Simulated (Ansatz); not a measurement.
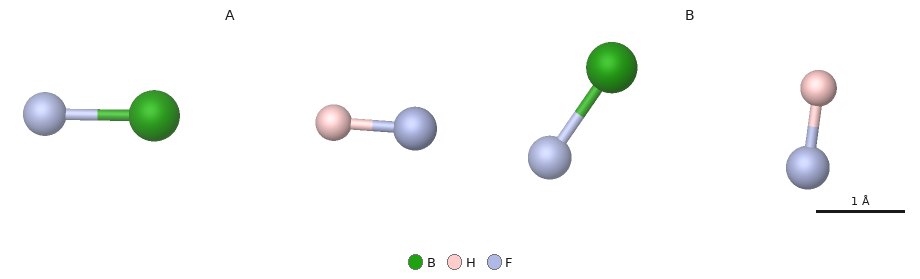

Two geometries of BHF2, drawn at one scale. One is the start of a relaxation, the other its converged end. A ball-and-stick model, seen face on.

Computed with RKS B3LYP-D4/def2-SVP in Ansatz 0.2.0. Set-up: no spin polarisation; force threshold 0.03 eV/Å; at most 50 steps.

Which one is relaxed?

Answer. Structure A is the relaxed one. The run prepares an end point of a later path (reaction) calculation, from a guessed geometry. Over 15 accepted moves (19 points after the start) the energy falls by 0.076 eV. Largest force component: 0.26 eV/Å at the start, 0.0016 eV/Å at the end. The line search rejected the trial steps at points 1, 8, 10, 15 of the run. The forces were under the threshold at step 14, but the run went on from there. The atom that moves furthest after the best rigid fit is an F atom (0.90 Å). By element the largest moves are F 0.90 Å, B 0.56 Å, H 0.49 Å. Among the contacts that change: F–H 0.927 → 0.938 Å, B–F 1.263 → 1.257 Å. Cost: 17 s on 1 thread of Arm Neoverse V1, with other jobs on the host, peak memory 0.1 GiB.

Limits of the set-up: the start holds two separate molecules, 2.4 Å apart at their closest, whose relative position is a soft coordinate.
